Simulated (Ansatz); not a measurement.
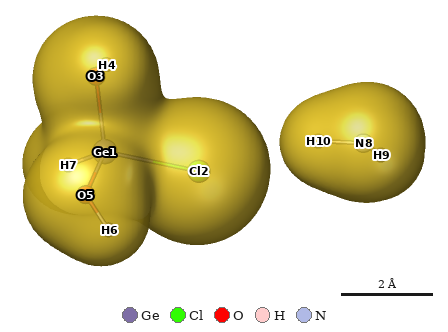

*ClGeH3O2···NH2 (doublet). Isosurface of the total electron density at 0.05 e/Å³ (yellow), seen at a tilt.*

Theory: UHF/def2-SVP in Ansatz 0.2.0.

| atom | x (Å) | y (Å) | z (Å) |
| --- | --- | --- | --- |
| Ge | -0.1760 | -0.3776 | -0.3759 |
| Cl | -0.7506 | -0.7411 | 1.6850 |
| O | 1.5427 | -0.5032 | -0.5559 |
| H | 2.0671 | 0.2373 | -0.2879 |
| O | -0.6261 | 1.2682 | -0.7267 |
| H | -1.3098 | 1.6696 | -0.2117 |
| H | -0.8433 | -1.4147 | -1.2468 |
| N | 0.3131 | 0.4075 | 5.4010 |
| H | -0.2297 | -0.3810 | 5.7424 |
| H | 0.3121 | 0.2760 | 4.3935 |

Question: Which contacts does the surface bridge?

Answer: At this value the surface falls into two separate pieces. It bridges the sampled Ge–O (1.73 Å), Ge–Cl (2.17 Å) and O–H (0.95 Å) contacts, where the density stays above the isovalue. It is pinched off along the sampled Cl···H (3.08 Å) contacts. On the grid the lowest density along these lines, outside the cores, is 0.03 e/Å³ (Cl···H, 3.08 Å), 1 e/Å³ (Ge–O, 1.73 Å), 0.63 e/Å³ (Ge–Cl, 2.17 Å) and 2.5 e/Å³ (O–H, 0.95 Å).
